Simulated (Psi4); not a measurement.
# HBS (hydrogen boron sulfide): levels of theory compared

We compute a comparison of 3 runs (M06-L/def2-TZVPPD, TPSS/def2-TZVPPD, r2SCAN/def2-TZVPPD) of HBS (hydrogen boron sulfide). 

The calculation is run with Psi4 1.11.

## (1) The system as given

HBS has 3 atoms, charge 0, and is taken as a singlet. SMILES: `B=S`. One bond was lengthened or shortened from a relaxed shape.

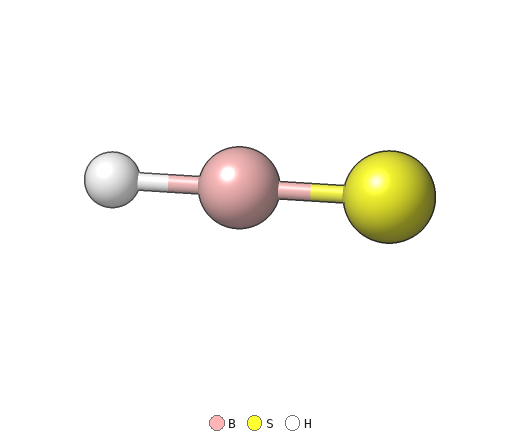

The structure, seen from a chosen angle (boron pink, sulfur yellow, hydrogen white).

## (2) Energy and gradient at M06-L/def2-TZVPPD (run 1)

The input, job.json:

```json
{
  "schema_name": "qcschema_input",
  "schema_version": 1,
  "molecule": {
    "schema_name": "qcschema_molecule",
    "schema_version": 2,
    "symbols": ["B", "S", "H"],
    "geometry": [0.01817539, 0.00608114, -0.06391054, 0.84555418, 0.31259472, -2.95148765, -0.68126517, -0.25148475, 2.37827702],
    "molecular_charge": 0,
    "molecular_multiplicity": 1,
    "fix_symmetry": "c1",
    "fix_com": true,
    "fix_orientation": true
  },
  "driver": "gradient",
  "model": {
    "method": "m06-l",
    "basis": "def2-TZVPPD"
  },
  "keywords": {
    "puream": true,
    "e_convergence": 1e-09,
    "d_convergence": 1e-08,
    "scf_type": "pk",
    "dft_radial_points": 99,
    "dft_spherical_points": 590,
    "scf_properties": ["DIPOLE", "WIBERG_LOWDIN_INDICES", "MULLIKEN_CHARGES"]
  }
}
```

On the command line:

```bash
psi4 --qcschema job.json -n 1 --memory 2200MB
```

stdout:

```text
[...]
  Running in c1 symmetry.
[...]
  Nuclear repulsion =   31.324854790395655
[...]
  Multiplicity = 1
[...]
  Nalpha       = 11
  Nbeta        = 11
[...]
    Number of basis functions: 105
[...]
   @RKS iter   1:  -423.52031571714110   -2.91946e-01   5.11459e-03 DIIS/ADIIS
[...]
   @RKS iter  11:  -423.65309883464090   -4.71800e-12   4.83958e-09 DIIS
[...]
    Orbital Energies [Eh]
    ---------------------
    Doubly Occupied:
       1A    -88.523248     2A     -7.888128     3A     -6.714288
       4A     -5.795301     5A     -5.794211     6A     -5.794211
       7A     -0.694601     8A     -0.424409     9A     -0.344720
      10A     -0.281889    11A     -0.281889
[...]
  @RKS Final Energy:  -423.65309883464090
   => Energetics <=
    Nuclear Repulsion Energy =             31.3248547903956549
    One-Electron Energy =                -645.8460991036911309
    Two-Electron Energy =                 220.9319902190716789
    DFT Exchange-Correlation Energy =     -30.0638447404171103
    Empirical Dispersion Energy =           0.0000000000000000
    VV10 Nonlocal Energy =                  0.0000000000000000
    Total Energy =                       -423.6530988346409003
[...]
 Multipole Moments:
 ------------------------------------------------------------------------------------
     Multipole            Electronic (a.u.)      Nuclear  (a.u.)        Total (a.u.)
 ------------------------------------------------------------------------------------
 L = 1.  Multiply by 2.5417464519 to convert [e a0] to [Debye]
 Dipole X            :        -13.0578935           12.9384787           -0.1194149
 Dipole Y            :         -4.8246710            4.7804365           -0.0442345
 Dipole Z            :         45.5818427          -45.1650781            0.4167646
 Magnitude           :                                                    0.4357859
[...]
  Mulliken Charges: (a.u.)
   Center  Symbol    Alpha    Beta     Spin     Total
       1     B     2.25745  2.25745  0.00000  0.48510
       2     S     8.31105  8.31105  0.00000 -0.62211
       3     H     0.43150  0.43150  0.00000  0.13700
   Total alpha = 11.00000, Total beta = 11.00000, Total charge =  0.00000
  Wiberg Bond Indices using Orthogonal Lowdin Orbitals:
[...]
  -Total Gradient:
     Atom            X                  Y                   Z
    ------   -----------------  -----------------  -----------------
       1        0.017403705556     0.006376840337    -0.060790374648
       2       -0.000174157161    -0.000049932697     0.000618333312
       3       -0.017255280083    -0.006336655523     0.060261690494
[...]
```

The result, in JSON:

```text
{
 "driver": "gradient",
 "model": {
  "method": "m06-l",
  "basis": "def2-TZVPPD"
 },
 "success": true,
 "return_result": [0.017403705555819632, 0.006376840337451992, -0.06079037464805093, -0.000174157161070429, -4.993269656580063e-05, 0.0006183333115600265, -0.017255280082907158, -0.006336655522963364, 0.06026169049368732],
 "properties": {
  "calcinfo_nbasis": 105,
  "calcinfo_nmo": 105,
  "calcinfo_nalpha": 11,
  "calcinfo_nbeta": 11,
  "calcinfo_natom": 3,
  "nuclear_repulsion_energy": 31.324854790395655,
  "return_energy": -423.6530988346409,
  "return_gradient": [0.017403705555819632, 0.006376840337451992, -0.06079037464805093, -0.000174157161070429, -4.993269656580063e-05, 0.0006183333115600265, -0.017255280082907158, -0.006336655522963364, 0.06026169049368732],
  "scf_one_electron_energy": -645.8460991036911,
  "scf_two_electron_energy": 220.93199021907168,
  "scf_xc_energy": -30.06384474041711,
  "scf_dipole_moment": [-0.11941486530999512, -0.04423450115588956, 0.41676463149440934],
  "scf_total_energy": -423.6530988346409,
  "scf_total_gradient": [0.017403705555819632, 0.006376840337451992, -0.06079037464805093, -0.000174157161070429, -4.993269656580063e-05, 0.0006183333115600265, -0.017255280082907158, -0.006336655522963364, 0.06026169049368732],
  "scf_iterations": 11
 }
}
```

Run time: 16 s. Hardware: 1 thread of Intel Xeon 6975P-C (Granite Rapids), shared host; peak memory 1 GiB.

## (3) Energy and forces at TPSS/def2-TZVPPD (run 2)

The input, calc.in:

```
memory 2200 mb

molecule m {
  0 1
  B      0.009618     0.003218    -0.033820
  S      0.447448     0.165418    -1.561860
  H     -0.360510    -0.133080     1.258530
  symmetry c1
}

set {
  puream               true
  e_convergence        1e-09
  d_convergence        1e-08
  scf_type             pk
  dft_radial_points    99
  dft_spherical_points 590
}

gradient('tpss/def2-TZVPPD')
```

On the command line:

```bash
psi4 calc.in calc.out -n 1
```

calc.out:

```text
[...]
  Running in c1 symmetry.
[...]
  Nuclear repulsion =   31.324854810120019
[...]
  Multiplicity = 1
[...]
  Nalpha       = 11
  Nbeta        = 11
[...]
    Number of basis functions: 105
[...]
   @RKS iter   1:  -423.54396048398189   -2.51613e-01   5.41820e-03 ADIIS/DIIS
[...]
   @RKS iter  10:  -423.69152669720108   -8.29914e-12   4.06316e-09 DIIS
[...]
    Orbital Energies [Eh]
    ---------------------
    Doubly Occupied:
       1A    -88.355181     2A     -7.738644     3A     -6.662275
       4A     -5.714664     5A     -5.714297     6A     -5.714297
       7A     -0.679656     8A     -0.423343     9A     -0.345075
      10A     -0.275878    11A     -0.275878
[...]
  @RKS Final Energy:  -423.69152669720108
   => Energetics <=
    Nuclear Repulsion Energy =             31.3248548101200193
    One-Electron Energy =                -645.7319764202848091
    Two-Electron Energy =                 220.7934400177906298
    DFT Exchange-Correlation Energy =     -30.0778451048268778
    Empirical Dispersion Energy =           0.0000000000000000
    VV10 Nonlocal Energy =                  0.0000000000000000
    Total Energy =                       -423.6915266972010841
[...]
 Multipole Moments:
 ------------------------------------------------------------------------------------
     Multipole            Electronic (a.u.)      Nuclear  (a.u.)        Total (a.u.)
 ------------------------------------------------------------------------------------
 L = 1.  Multiply by 2.5417464519 to convert [e a0] to [Debye]
 Dipole X            :          0.7390366           -1.2295574           -0.4905208
 Dipole Y            :          0.0759196           -0.1267926           -0.0508730
 Dipole Z            :          0.0000000           -0.0000000            0.0000000
 Magnitude           :                                                    0.4931518
[...]
  -Total Gradient:
     Atom            X                  Y                   Z
    ------   -----------------  -----------------  -----------------
       1        0.068538760630     0.007040442408    -0.000000000003
       2       -0.008693068799    -0.000886719214     0.000000000006
       3       -0.059855320945    -0.006154759961    -0.000000000003
[...]
```

It took 17 s on 1 thread of Intel Xeon 6975P-C (Granite Rapids), shared host; peak memory 1 GiB.

## (4) Energy and gradient at r2SCAN/def2-TZVPPD (run 3)

The input, job.dat:

```
memory 2.2 GB

molecule {
  B      0.01817539     0.00608114    -0.06391054
  S      0.84555418     0.31259472    -2.95148765
  H     -0.68126517    -0.25148475     2.37827702
  units au
  symmetry c1
  no_reorient
  no_com
}

set {
  basis                def2-TZVPPD
  reference            rks
  puream               true
  e_convergence        1e-09
  d_convergence        1e-08
  scf_type             pk
  dft_radial_points    99
  dft_spherical_points 590
}

result, w = gradient('r2scan', return_wfn=True)
```

On the command line:

```bash
psi4 -n 1 job.dat job.out
```

job.out:

```text
[...]
  Running in c1 symmetry.
[...]
  Nuclear repulsion =   31.324854790395655
[...]
  Multiplicity = 1
[...]
  Nalpha       = 11
  Nbeta        = 11
[...]
    Number of basis functions: 105
[...]
   @RKS iter   1:  -423.48489618470393   -2.83538e-01   5.08080e-03 ADIIS/DIIS
[...]
   @RKS iter  10:  -423.61243951357562   -5.85487e-12   6.30053e-09 DIIS
[...]
    Orbital Energies [Eh]
    ---------------------
    Doubly Occupied:
       1A    -88.536342     2A     -7.852335     3A     -6.702340
       4A     -5.793603     5A     -5.793557     6A     -5.793556
       7A     -0.698308     8A     -0.431026     9A     -0.352243
      10A     -0.283209    11A     -0.283209
[...]
  @RKS Final Energy:  -423.61243951357562
   => Energetics <=
    Nuclear Repulsion Energy =             31.3248547903956549
    One-Electron Energy =                -645.7137758216244947
    Two-Electron Energy =                 220.7751100162879254
    DFT Exchange-Correlation Energy =     -29.9986284986347407
    Empirical Dispersion Energy =           0.0000000000000000
    VV10 Nonlocal Energy =                  0.0000000000000000
    Total Energy =                       -423.6124395135756231
[...]
 Multipole Moments:
 ------------------------------------------------------------------------------------
     Multipole            Electronic (a.u.)      Nuclear  (a.u.)        Total (a.u.)
 ------------------------------------------------------------------------------------
 L = 1.  Multiply by 2.5417464519 to convert [e a0] to [Debye]
 Dipole X            :        -13.0788282           12.9384787           -0.1403496
 Dipole Y            :         -4.8323876            4.7804365           -0.0519511
 Dipole Z            :         45.6549335          -45.1650781            0.4898554
 Magnitude           :                                                    0.5122063
[...]
  -Total Gradient:
     Atom            X                  Y                   Z
    ------   -----------------  -----------------  -----------------
       1        0.017736054906     0.006501656044    -0.061949063383
       2       -0.001174112784    -0.000420236400     0.004108312110
       3       -0.016610387872    -0.006099384593     0.058009815747
[...]
```

It took 16 s on 1 thread of Intel Xeon 6975P-C (Granite Rapids), shared host; peak memory 1 GiB.

## (5) The series

```tsv
run	level	energy (Eh)	dipole moment (D)	HOMO energy (eV)	LUMO energy (eV)	wall time
1	M06-L/def2-TZVPPD	-423.653099	1.11	-7.67	-1.87	16 s
2	TPSS/def2-TZVPPD	-423.691527	1.25	-7.51	-2.00	17 s
3	r2SCAN/def2-TZVPPD	-423.612440	1.30	-7.71	-1.90	16 s
```

## (6) Summary of results

| quantity | value |
| --- | --- |
| run 3: total energy | -423.61244 Eh |
| run 3: dipole moment | 1.30 D |
| run 3: HOMO energy | -7.71 eV |
| run 3: LUMO energy | -1.90 eV |
| run 3: HOMO–LUMO gap | 5.80 eV |
| run 3: largest force on an atom | 3.330 eV/Å |

In words: The dipole moment (its size) runs from 1.11 D (M06-L/def2-TZVPPD) to 1.30 D (r2SCAN/def2-TZVPPD). The HOMO–LUMO gap runs from 5.51 eV (TPSS/def2-TZVPPD) to 5.80 eV (r2SCAN/def2-TZVPPD). Totals of different functionals can't be ranked against each other. All runs together took 48 s, the longest 17 s.
